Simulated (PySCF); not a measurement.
SMILES [SiH3]c1sc(C)cc1 at its GFN2-xTB optimised geometry (Å):

```
15

C     -1.6234    -2.4783     0.0018
C     -0.6939    -1.3178     0.0000
C      0.6662    -1.3178     0.0000
C      1.2208    -0.0202     0.0000
C      0.2950     0.9801    -0.0001
Si     0.5461     2.8352    -0.0006
S     -1.3079     0.3046    -0.0006
H     -2.2797    -2.4470    -0.8681
H     -1.0584    -3.4077    -0.0169
H     -2.2517    -2.4664     0.8929
H      1.2557    -2.2183     0.0000
H      2.2797     0.1717    -0.0002
H      1.9899     3.0709     0.0093
H     -0.0666     3.4057    -1.2025
H     -0.0836     3.4077     1.1915
```

Level of theory: PySCF with B3LYP/def2-TZVP.

Map of the HOMO−1 amplitude (bohr^(-3/2)) on the plane z = 1.5 Å; orbital energy -6.98 eV, overall sign arbitrary:

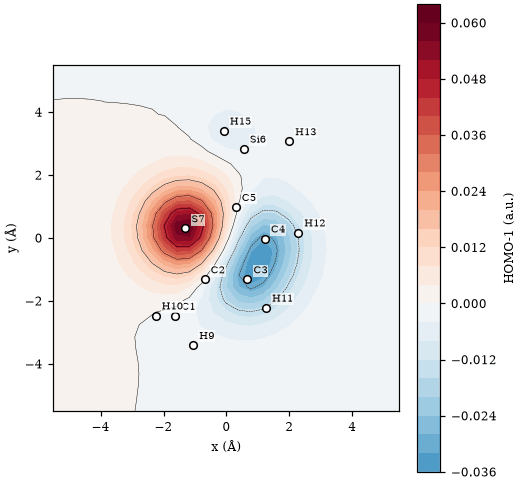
Figure. HOMO−1 amplitude (bohr^(-3/2)) on the plane z = 1.5 Å.
